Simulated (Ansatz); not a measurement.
## Geometry relaxation, with input and output: C2H5FOSi (part 2 of 2)

Continued. System: C2H5FOSi, SMILES C=C(F)[SiH2]O. Method: RKS PBE-D4/def2-SVP (Ansatz 0.2.0). The geometry: force-field start.

Geometry of the input (Å):
```
C  1.6346  -0.2291  -0.5681
C  0.6191  -0.5731  0.2655
F  0.9581  -1.3359  1.3059
Si -1.0878  -0.1260  0.1235
O  -1.3810  1.4650  -0.2489
H  1.3853  0.4498  -1.4511
H  2.6396  -0.4900  -0.4049
H  -1.7694  -0.9261  -0.9419
H  -1.8491  -0.3778  1.4539
H  -1.0663  2.0921  0.4693
```

## Output, continued
```
Atom 9 at    -0.959981     2.099875    -0.001436 Å, force    -0.008136    -0.007553    -0.010681 eV/Å
Dipole moment:     0.090758     0.328145     0.087807 e Å
```

## Trajectory as extended XYZ (Å, eV, eV/Å), 12 frames, from step=1 to step=12
```
10
Properties=species:S:1:pos:R:3:forces:R:3 step=1 energy=-14777.35446
C     1.6346   -0.2291   -0.5681   -2.8469   1.6719  -1.2849
C     0.6191   -0.5731    0.2655    3.6000  -0.1257  -0.7896
F     0.9581   -1.3359    1.3059   -0.0382  -0.8630   1.2101
Si   -1.0878   -0.1260    0.1235   -3.6427   0.0546   0.7061
O    -1.3810    1.4650   -0.2489    0.6072   1.6009   0.5265
H     1.3853    0.4498   -1.4511    0.3360  -0.7554   0.8615
H     2.6396   -0.4900   -0.4049    1.7970  -0.6126   0.3551
H    -1.7694   -0.9261   -0.9419    0.0353   0.0046  -0.1350
H    -1.8491   -0.3778    1.4539    0.5945  -0.1923  -0.4344
H    -1.0663    2.0921    0.4693   -0.4422  -0.7830  -1.0154
10
Properties=species:S:1:pos:R:3:forces:R:3 step=2 energy=-14777.69447
C     1.6197   -0.1739   -0.5393   -0.8221   0.2870  -0.3984
C     0.6287   -0.5734    0.2901    1.8738  -0.0457  -0.3223
F     0.9509   -1.3994    1.3120   -0.0879  -0.2717   0.3508
Si   -1.1371   -0.1161    0.1475   -1.5940  -0.0925   0.2174
O    -1.3663    1.4824   -0.2962    0.1936   0.4820   0.2412
H     1.3619    0.4726   -1.4067    0.1305  -0.1474   0.3296
H     2.6516   -0.5119   -0.4303    0.3209  -0.0899   0.1245
H    -1.7860   -0.9061   -0.9511   -0.0182   0.0134   0.0295
H    -1.7824   -0.4420    1.4897    0.1238   0.0501  -0.2369
H    -1.0578    2.1167    0.3874   -0.1203  -0.1852  -0.3355
10
Properties=species:S:1:pos:R:3:forces:R:3 step=3 energy=-14777.76361
C     1.6156   -0.1817   -0.5551    0.0502   0.5243   0.0438
C     0.6525   -0.5993    0.2880    0.2276  -0.1094  -0.0205
F     0.9630   -1.4794    1.2829   -0.0815   0.0058  -0.1400
Si   -1.1821   -0.1300    0.1743   -0.1161  -0.0031  -0.1407
O    -1.3634    1.4657   -0.3384    0.0696  -0.0255   0.1356
H     1.3773    0.6020   -1.3061    0.0132  -0.3846   0.1321
H     2.6698   -0.4938   -0.4400   -0.1311  -0.0342  -0.0278
H    -1.8547   -0.9307   -0.9009   -0.0087  -0.0190   0.0544
H    -1.7954   -0.4267    1.5153   -0.0082   0.0546   0.0334
H    -0.9995    2.1229    0.2833   -0.0150  -0.0088  -0.0703
10
Properties=species:S:1:pos:R:3:forces:R:3 step=4 energy=-14777.78117
C     1.6355   -0.1062   -0.5053    0.0278  -0.1086   0.1091
C     0.6459   -0.6336    0.2345   -0.2727   0.0420   0.0200
F     0.8813   -1.6075    1.1527    0.2800  -0.0280   0.0569
Si   -1.1868   -0.1468    0.1882   -0.0738   0.2227  -0.2100
O    -1.3683    1.4392   -0.3541    0.0670  -0.0060   0.0164
H     1.3861    0.6263   -1.2849    0.0087   0.1364   0.0672
H     2.6857   -0.4028   -0.3620    0.0339  -0.0733  -0.0771
H    -1.9169   -0.9807   -0.8182   -0.0631  -0.0205   0.0251
H    -1.7459   -0.3656    1.5670    0.0363  -0.0240   0.0362
H    -0.9337    2.1265    0.1852   -0.0442  -0.1408  -0.0438
10
Properties=species:S:1:pos:R:3:forces:R:3 step=5 energy=-14777.79799
C     1.6334   -0.0867   -0.4826    0.1612  -0.2204  -0.0043
C     0.6473   -0.6290    0.2519   -0.2161  -0.0130   0.0484
F     0.9025   -1.6245    1.1472    0.1076   0.0440  -0.1260
Si   -1.1944   -0.1508    0.1790    0.0774   0.1920  -0.0071
O    -1.3607    1.4294   -0.3852    0.0188  -0.0910  -0.0260
H     1.3859    0.6946   -1.2161    0.0150   0.0314   0.0428
H     2.6768   -0.4498   -0.4079   -0.1442   0.1258   0.0192
H    -1.9475   -0.9951   -0.8036    0.0185  -0.0106   0.0209
H    -1.7347   -0.3538    1.5677   -0.0325   0.0026   0.0284
H    -0.9255    2.1147    0.1530   -0.0056  -0.0610   0.0037
10
Properties=species:S:1:pos:R:3:forces:R:3 step=6 energy=-14777.80996
C     1.6156   -0.0511   -0.4486   -0.0276   0.0020   0.0409
C     0.6373   -0.6596    0.2475    0.1337  -0.3620   0.0835
F     0.9227   -1.7676    1.0090   -0.1210   0.4249  -0.2385
Si   -1.1931   -0.1562    0.2080   -0.0347   0.0798  -0.0217
O    -1.3091    1.3834   -0.4686    0.0047  -0.0685   0.0313
H     1.3685    0.8179   -1.0843    0.0294  -0.1221   0.1274
H     2.6581   -0.4133   -0.4080   -0.0733   0.0493  -0.0205
H    -1.9782   -1.0444   -0.7068    0.0167  -0.0369   0.0110
H    -1.7592   -0.2451    1.6040    0.0723   0.0102  -0.0251
H    -0.8796    2.0849    0.0512   -0.0001   0.0231   0.0117
10
Properties=species:S:1:pos:R:3:forces:R:3 step=7 energy=-14777.77371 accepted=F
C     1.5900   -0.0502   -0.4175    0.6134   0.1084  -0.5381
C     0.6241   -0.7459    0.1842   -0.3482   0.5461   0.5691
F     0.9231   -1.7811    0.9943   -0.0102  -0.5328  -0.0272
Si   -1.1734   -0.1553    0.1855   -0.1267  -0.1737  -0.0387
O    -1.2519    1.3750   -0.5093   -0.0701  -0.0839  -0.0680
H     1.3285    0.8425   -1.0040   -0.0346  -0.0747  -0.0766
H     2.6418   -0.3818   -0.3994    0.0103   0.0954   0.1262
H    -1.9971   -1.0599   -0.6748   -0.0933   0.0276  -0.0315
H    -1.6881   -0.1919    1.6000    0.0154   0.0283   0.0260
H    -0.9139    2.0976    0.0442    0.0441   0.0593   0.0587
10
Properties=species:S:1:pos:R:3:forces:R:3 step=8 energy=-14777.81865
C     1.6157   -0.0510   -0.4399    0.0129  -0.1307   0.1037
C     0.6317   -0.6784    0.2273    0.0249  -0.0365  -0.0089
F     0.9040   -1.7760    0.9864   -0.0260   0.0645  -0.0536
Si   -1.1911   -0.1563    0.1965   -0.0111   0.0404   0.0359
O    -1.3072    1.3810   -0.4801   -0.0152  -0.0358  -0.0155
H     1.3721    0.8207   -1.0575   -0.0411   0.1044  -0.0617
H     2.6584   -0.3991   -0.3907    0.0505  -0.0051   0.0006
H    -1.9937   -1.0560   -0.6923    0.0000   0.0013   0.0121
H    -1.7114   -0.2265    1.6101    0.0062   0.0007  -0.0219
H    -0.8953    2.0904    0.0433   -0.0012  -0.0033   0.0092
10
Properties=species:S:1:pos:R:3:forces:R:3 step=9 energy=-14777.81924
C     1.6388   -0.0452   -0.4239   -0.0509   0.0364  -0.0751
C     0.6279   -0.6749    0.2015    0.0701   0.1558  -0.0874
F     0.8712   -1.8017    0.9172    0.0186  -0.1562   0.1005
Si   -1.1932   -0.1475    0.2034    0.0278  -0.0850   0.0353
O    -1.3397    1.3698   -0.4973   -0.0235   0.0881  -0.0612
H     1.4341    0.8560   -1.0260   -0.0160  -0.0860   0.0972
H     2.6713   -0.4283   -0.3728   -0.0167   0.0198   0.0056
H    -1.9987   -1.0809   -0.6447   -0.0278  -0.0035  -0.0041
H    -1.6827   -0.1940    1.6290    0.0154   0.0010  -0.0184
H    -0.9461    2.0955    0.0167    0.0030   0.0296   0.0075
10
Properties=species:S:1:pos:R:3:forces:R:3 step=10 energy=-14777.82138
C     1.6308   -0.0457   -0.4240   -0.0019   0.0182   0.0113
C     0.6289   -0.6863    0.2028    0.0422   0.0567  -0.0339
F     0.8798   -1.8154    0.9178   -0.0125  -0.0376   0.0072
Si   -1.1898   -0.1510    0.2000   -0.0143  -0.0368   0.0359
O    -1.3267    1.3678   -0.5073    0.0006   0.0214  -0.0198
H     1.4120    0.8636   -1.0043   -0.0177  -0.0470   0.0175
H     2.6689   -0.4116   -0.3743    0.0024   0.0055  -0.0051
H    -2.0116   -1.0788   -0.6405   -0.0003   0.0044  -0.0030
H    -1.6769   -0.1876    1.6264    0.0067   0.0061  -0.0119
H    -0.9321    2.0937    0.0066   -0.0053   0.0091   0.0017
10
Properties=species:S:1:pos:R:3:forces:R:3 step=11 energy=-14777.82177
C     1.6369   -0.0445   -0.4154   -0.0159   0.0109   0.0010
C     0.6331   -0.6918    0.1987   -0.0557  -0.0363  -0.0045
F     0.8729   -1.8374    0.8932    0.0068   0.0123   0.0175
Si   -1.1862   -0.1502    0.2016    0.0425  -0.0114  -0.0357
O    -1.3168    1.3626   -0.5230    0.0015   0.0298   0.0279
H     1.4063    0.8643   -0.9896    0.0172   0.0152   0.0116
H     2.6763   -0.4052   -0.3682    0.0122  -0.0057  -0.0178
H    -2.0179   -1.0807   -0.6264    0.0088  -0.0041   0.0048
H    -1.6644   -0.1671    1.6294   -0.0063   0.0057   0.0158
H    -0.9570    2.0988    0.0029   -0.0112  -0.0164  -0.0206
10
Properties=species:S:1:pos:R:3:forces:R:3 step=12 energy=-14777.82212
C     1.6373   -0.0441   -0.4136   -0.0088  -0.0069  -0.0057
C     0.6322   -0.6929    0.1976   -0.0159  -0.0010   0.0070
F     0.8714   -1.8390    0.8915   -0.0014   0.0061  -0.0069
Si   -1.1855   -0.1495    0.2010    0.0141  -0.0105  -0.0066
O    -1.3217    1.3626   -0.5238    0.0075   0.0134   0.0126
H     1.4119    0.8712   -0.9798    0.0045  -0.0011   0.0024
H     2.6751   -0.4113   -0.3745    0.0069   0.0046   0.0003
H    -2.0152   -1.0843   -0.6239    0.0053   0.0008   0.0035
H    -1.6624   -0.1636    1.6301   -0.0041   0.0021   0.0039
H    -0.9600    2.0999   -0.0014   -0.0081  -0.0076  -0.0107
```

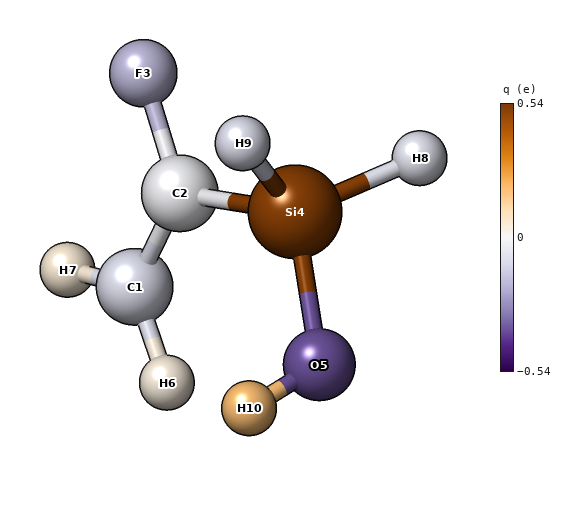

*Mulliken charges, as the colour of each atom (ball-and-stick view, seen at a tilt; atoms are numbered from 1 in the order of the input).*

By element: C −0.08 to −0.02, F −0.18, Si +0.51, O −0.36 and H −0.08 to +0.19 e.

## Summary

| quantity | value |
| --- | --- |
| outcome | converged |
| total energy | −14777.8222 eV |
| mean-field energy | −14777.6314 eV |
| dispersion energy | −0.1907 eV |
| SCF solution under orbital rotations | stable |
| largest force (length of the vector) at the end | 0.020 eV/Å |
| dipole moment | 1.69 D |
| wall time | 15 s (CPU time 53 s) |
| peak memory | 0.15 GiB |
